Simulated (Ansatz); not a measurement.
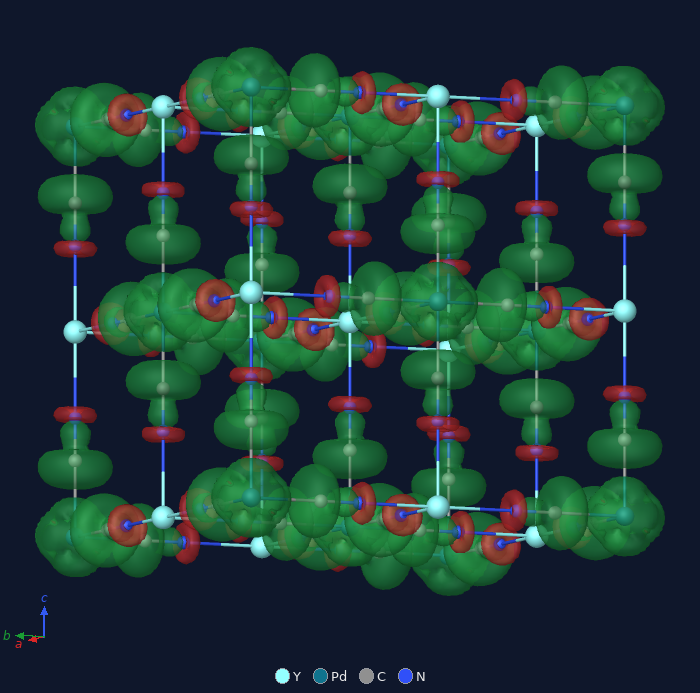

Figure 1: YPdC₆N₆. Isosurfaces of the spin density (up minus down) at +0.008 (green) and −0.008 e/Å³ (red), seen at an oblique angle. Sticks mark near contacts.

Space group Fm-3m; a structure generated by program, which may or may not match a known phase; spin-polarised.

Method: DFT PBE, scalar-relativistic, plane waves, PAW (Ansatz).

YPdC₆N₆, 56 atoms, a = 11.27 Å, b = 11.27 Å, c = 11.27 Å, α = 90.00°, β = 90.00°, γ = 90.00°.

**Where is the spin, and how is it ordered?**

The spin density sits on Pd: +0.5 μB (×4) in one cell of 56 atoms: parallel main moments, as they must be, since the calculation's own cell holds one magnetic site. The cell of the calculation (14 atoms) carries 1.0 μB of net spin moment.
